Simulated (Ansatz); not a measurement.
# F₂GaHO: basis-set convergence

How large a basis does F₂GaHO need? Two functionals are run in growing sets.

Program: Ansatz 0.2.0, Gaussian basis. Level of theory: one geometry, several basis sets. These are calculated values, not measurements.

The runs, in order: PBE0-D4/def2-SVP; ωB97M-V/def2-SVP; PBE0-D4/def2-QZVPP; ωB97M-V/def2-QZVPP; the functionals' def2-TZVPP values are taken from earlier runs.

## (1) The geometry

All runs share one geometry, relaxed beforehand with PBE0-D4 in a triple-zeta def2 set.

SMILES `[OH][Ga]([F])[F]`, 5 atoms, charge 0, spin multiplicity 1.

Atoms are counted from 1 here; the program's logs count them from 0.

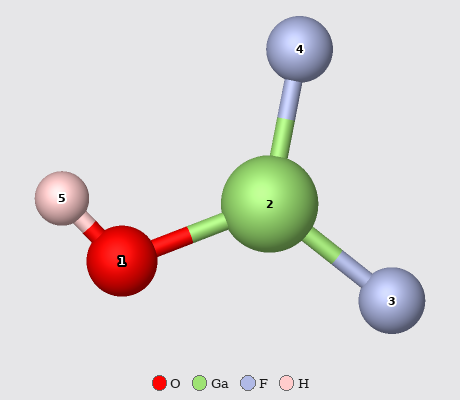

The geometry (oxygen red, gallium green, fluorine light blue, hydrogen pink); atoms are numbered from 1 in the order of the file.

## (2) PBE0-D4 in def2-SVP

in.yaml

```yaml
crystal:
  periodic: [false, false, false]
  atoms:
    - {symbol: O, position_ang: [0.021227, 1.334424, 0.084289]}
    - {symbol: Ga, position_ang: [0.186123, -0.415058, 0.103773]}
    - {symbol: F, position_ang: [1.433421, -1.176672, 1.026604]}
    - {symbol: F, position_ang: [-0.882683, -1.452130, -0.791940]}
    - {symbol: H, position_ang: [-0.708088, 1.635835, -0.464227]}
basis:
  gaussian: {orbitals: def2-SVP}
hamiltonian: {xc: pbe0, dispersion: d4}
output: {orbitals: {seedname: orbitals}}
```

On the command line:

```bash
$ ansatz run in.yaml --threads 4 --pin off --events-out ev --progress --plain --max-ram 10444MiB
```

The program printed:

```text
Functional definition: PBE0
  name "PBE0"
  cite "Adamo & Barone, J. Chem. Phys. 110, 6158 (1999) doi:10.1063/1.478522"
  cite "Perdew, Burke & Ernzerhof, Phys. Rev. Lett. 77, 3865 (1996) doi:10.1103/PhysRevLett.77.3865"
  parent pbe
  parameter a = 0.25
  parameter kappa = 0.804
  parameter beta = 0.06672455060314922
  exchange = (1 - a)*pbe_x(kappa = kappa, mu = beta*pi^2/3) + a*exact_x
  correlation = pbe_c(beta = beta)
754 factors; integrals over basis functions are off by at most 7.3e-4 eV
mean field evaluation 1: about -59843.3901 eV, gradient 6.8e1 eV
mean field evaluation 2: about -59826.3844 eV, gradient 1.2e2 eV
mean field evaluation 4: about -59850.8974 eV, gradient 6.5e0 eV
mean field evaluation 8: about -59851.0228 eV, gradient 3.6e-1 eV
mean field evaluation 16: about -59851.0230 eV, gradient 1.7e-5 eV
mean field -59851.02299236 eV, -2199.4845264887 hartree, gradient 1.7e-5 eV, S^2 0.000000; 0 other end points of the search recorded, 0 dependent functions left out
reference -59851.02302019 eV, -2199.4845275116 hartree; 29, 29 occupied and 50, 50 virtual orbitals, 754 factors
Total energy: -59851.08264181 eV, -2199.4867185656 hartree
```

Wall time 0.7 s (4 threads of Arm Neoverse V1, shared host).

## (3) ωB97M-V in def2-SVP

Changes to in.yaml since step 2:

```diff
@@ -10,3 +10,3 @@
   gaussian: {orbitals: def2-SVP}
-hamiltonian: {xc: pbe0, dispersion: d4}
+hamiltonian: {xc: {name: wB97M-V}}
 output: {orbitals: {seedname: orbitals}}
```

The command is unchanged.

The program printed (excerpt; [...] marks lines left out):

```text
Functional definition: wB97M-V
  name "wB97M-V"
  cite "Mardirossian & Head-Gordon, J. Chem. Phys. 144, 214110 (2016) doi:10.1063/1.4952647"
  cite "Becke, J. Chem. Phys. 107, 8554 (1997) doi:10.1063/1.475007"
  cite "Vydrov & Van Voorhis, J. Chem. Phys. 133, 244103 (2010) doi:10.1063/1.3521275"
  # Of w^i u^j: cxij and so on, Table III.
[...]
  gx(w, u) = 1 - cx + cx01*u + cx10*w
  gss(w, u) = css00 + css04*u^4 + css10*w + css20*w^2 + css43*w^4*u^3
  gos(w, u) = cos00 + cos10*w + (cos20 + cos21*u)*w^2 + (cos60 + cos61*u)*w^6
[...]
      + integral(e_c_pw_mod_opposite_spin*gos(b97_w_opposite, b97_u_opposite)) + vv10(b, c)
754 factors; integrals over basis functions are off by at most 7.3e-4 eV
167 factors; integrals over basis functions are off by at most 6.8e-6 eV
[...]
mean field -59860.52136359 eV, -2199.8335851933 hartree, gradient 8.7e-5 eV, S^2 0.000000; 0 other end points of the search recorded, 0 dependent functions left out
reference -59860.52140811 eV, -2199.8335868294 hartree; 29, 29 occupied and 50, 50 virtual orbitals, 754 factors
Total energy: -59860.52140811 eV, -2199.8335868294 hartree
```

Wall time 2.7 s (4 threads of Arm Neoverse V1, shared host).

## (4) PBE0-D4 in def2-QZVPP

Changes to in.yaml since step 3:

```diff
@@ -9,4 +9,4 @@
 basis:
-  gaussian: {orbitals: def2-SVP}
-hamiltonian: {xc: {name: wB97M-V}}
+  gaussian: {orbitals: "def2-QZVPP.json"}
+hamiltonian: {xc: pbe0, dispersion: d4}
 output: {orbitals: {seedname: orbitals}}
```

Launched as before.

The program printed:

```text
Functional definition: PBE0
  name "PBE0"
  cite "Adamo & Barone, J. Chem. Phys. 110, 6158 (1999) doi:10.1063/1.478522"
  cite "Perdew, Burke & Ernzerhof, Phys. Rev. Lett. 77, 3865 (1996) doi:10.1103/PhysRevLett.77.3865"
  parent pbe
  parameter a = 0.25
  parameter kappa = 0.804
  parameter beta = 0.06672455060314922
  exchange = (1 - a)*pbe_x(kappa = kappa, mu = beta*pi^2/3) + a*exact_x
  correlation = pbe_c(beta = beta)
1194 factors; their error is unknown
mean field evaluation 1: about -59859.8242 eV, gradient 7.9e1 eV
mean field evaluation 2: about -59835.9455 eV, gradient 1.4e2 eV
mean field evaluation 4: about -59868.6635 eV, gradient 9.6e0 eV
mean field evaluation 8: about -59868.9418 eV, gradient 5.2e-1 eV
mean field evaluation 16: about -59868.9418 eV, gradient 2.8e-5 eV
mean field -59868.94183175 eV, -2200.1430316904 hartree, gradient 2.8e-5 eV, S^2 0.000000; 0 other end points of the search recorded, 0 dependent functions left out
reference -59868.94186402 eV, -2200.1430328763 hartree; 29, 29 occupied and 261, 261 virtual orbitals, 1194 factors
Total energy: -59869.00148563 eV, -2200.1452239303 hartree
```

Run time: 3 s. Hardware: 4 threads of Arm Neoverse V1, shared host; peak memory 0.7 GiB.

## (5) ωB97M-V in def2-QZVPP

Changes to in.yaml since step 4:

```diff
@@ -10,3 +10,3 @@
   gaussian: {orbitals: "def2-QZVPP.json"}
-hamiltonian: {xc: pbe0, dispersion: d4}
+hamiltonian: {xc: {name: wB97M-V}}
 output: {orbitals: {seedname: orbitals}}
```

Same command.

The program printed (excerpt; [...] marks lines left out):

```text
Functional definition: wB97M-V
  name "wB97M-V"
  cite "Mardirossian & Head-Gordon, J. Chem. Phys. 144, 214110 (2016) doi:10.1063/1.4952647"
  cite "Becke, J. Chem. Phys. 107, 8554 (1997) doi:10.1063/1.475007"
  cite "Vydrov & Van Voorhis, J. Chem. Phys. 133, 244103 (2010) doi:10.1063/1.3521275"
  # Of w^i u^j: cxij and so on, Table III.
[...]
  gx(w, u) = 1 - cx + cx01*u + cx10*w
  gss(w, u) = css00 + css04*u^4 + css10*w + css20*w^2 + css43*w^4*u^3
  gos(w, u) = cos00 + cos10*w + (cos20 + cos21*u)*w^2 + (cos60 + cos61*u)*w^6
[...]
      + integral(e_c_pw_mod_opposite_spin*gos(b97_w_opposite, b97_u_opposite)) + vv10(b, c)
1189 factors; their error is unknown
200 factors; integrals over basis functions are off by at most 9.5e-6 eV
[...]
mean field -59878.51962278 eV, -2200.4950090189 hartree, gradient 4.1e-5 eV, S^2 0.000000; 0 other end points of the search recorded, 0 dependent functions left out
reference -59878.51967738 eV, -2200.4950110252 hartree; 29, 29 occupied and 261, 261 virtual orbitals, 1189 factors
Total energy: -59878.51967738 eV, -2200.4950110252 hartree
```

It took 7.5 s on 4 threads of Arm Neoverse V1, shared host; peak memory 0.85 GiB.

## (6) Functionals by basis

The def2-TZVPP values come from earlier runs at the same geometry.

```tsv
functional	basis	functions	energy (eV)	from the largest (eV)	HOMO (eV)	LUMO (eV)
PBE0-D4	def2-SVP	79	-59851.0826	17.919	-9.76	-1.64
PBE0-D4	def2-TZVPP	155	-59867.3450	1.656	-9.99	-1.78
PBE0-D4	def2-QZVPP	290	-59869.0015	0.000	-10.05	-1.91
ωB97M-V	def2-SVP	79	-59860.5214	17.998	-12.22	0.28
ωB97M-V	def2-TZVPP	155	-59876.9364	1.583	-12.49	0.12
ωB97M-V	def2-QZVPP	290	-59878.5197	0.000	-12.56	-0.15
```

## (7) Outcome

```
                                       quantity           value
PBE0-D4: double and triple zeta above quadruple  17.92, 1.66 eV
ωB97M-V: double and triple zeta above quadruple  18.00, 1.58 eV
```

**Reading.** PBE0-D4 gains 16.26 eV from double to triple zeta, then 1.66 eV more. These are total energies; as a rule much of such shifts cancels in differences, which this series doesn't test.

For PBE0-D4 the largest set took about 4 times as long as the smallest (3 s against 0.7 s).
